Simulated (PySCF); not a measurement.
C3H9NO2Si2

| atom | x (Å) | y (Å) | z (Å) |
| --- | --- | --- | --- |
| N | -2.1962 | -0.5862 | 1.3352 |
| C | -1.6996 | 0.0541 | 0.1275 |
| C | -0.1963 | 0.2922 | 0.2474 |
| Si | 0.6282 | 1.5207 | -0.9610 |
| O | 2.1475 | 0.9023 | -0.9332 |
| Si | 2.4594 | -0.5587 | -0.2471 |
| C | 0.6187 | -0.9819 | 0.1496 |
| O | 0.1286 | -2.0889 | 0.1905 |
| H | -3.1953 | -0.7472 | 1.2642 |
| H | -1.7467 | -1.4919 | 1.4329 |
| H | -1.8886 | -0.5324 | -0.7880 |
| H | -2.2148 | 1.0144 | 0.0216 |
| H | -0.0011 | 0.6709 | 1.2588 |
| H | 0.7300 | 2.8768 | -0.4422 |
| H | 0.1205 | 1.4113 | -2.3243 |
| H | 3.0236 | -1.4121 | -1.2792 |
| H | 3.2753 | -0.3315 | 0.9374 |

Geometry: GFN2-xTB.

Computed with PySCF 2.14.0, B3LYP/def2-SVPD, SCF density, gas phase.

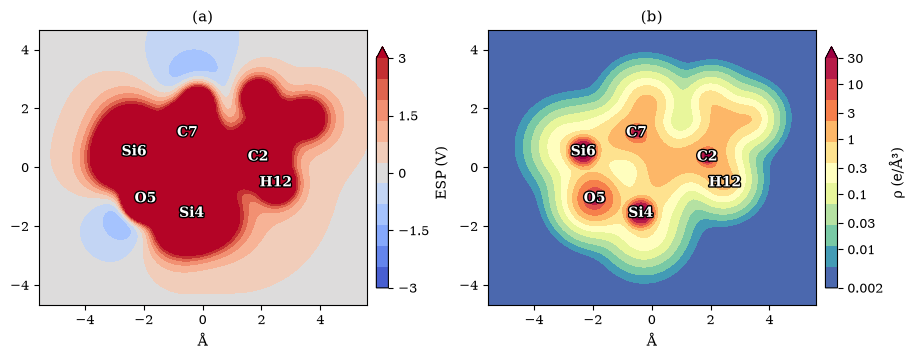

Figure 1. (a) electrostatic potential; (b) electron density on the plane of atoms Si4, O5 and Si6.

Q: Interpret the plot.

A:
- The section cuts through C, Si, O and H sites.
- Si–O (1.64 Å): ρ at the midpoint is about 1.1 e/Å³.
- C–Si (1.93 Å): ρ at the midpoint is about 0.93 e/Å³.
- C–H (1.09 Å): the density is about 2 e/Å³ at the midpoint.
- Outside the dense part of the molecule the potential is most negative (−1.3 V) near O5.

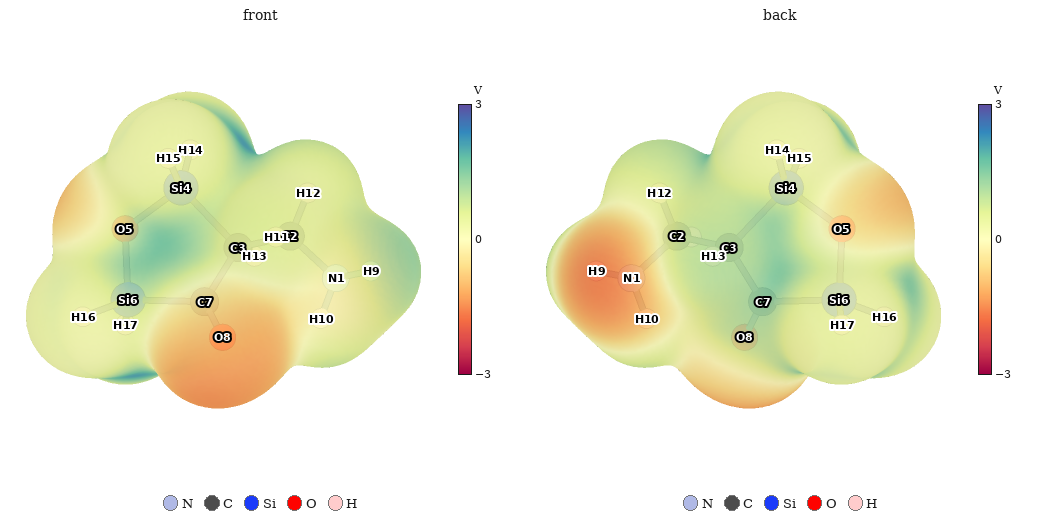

Figure 2. The electrostatic potential painted on the density surface at 0.002 e/bohr³, seen from the front and from behind; the colour scale runs from red (negative) to blue (positive).

Q: Which sites attract a positive test charge, and which a negative one?

A: A positive charge is drawn to the negative regions and a negative charge to the positive ones. The most negative region (about −1.6 V, or −37 kcal/mol for a unit charge) lies over N1, the most positive (about +2.0 V, or +46 kcal/mol for a unit charge) over Si4 and Si6. N1 is the likeliest acceptor of a hydrogen bond.

Q: What dipole moment does the calculation give?

A: Its dipole moment is 1.37 D.
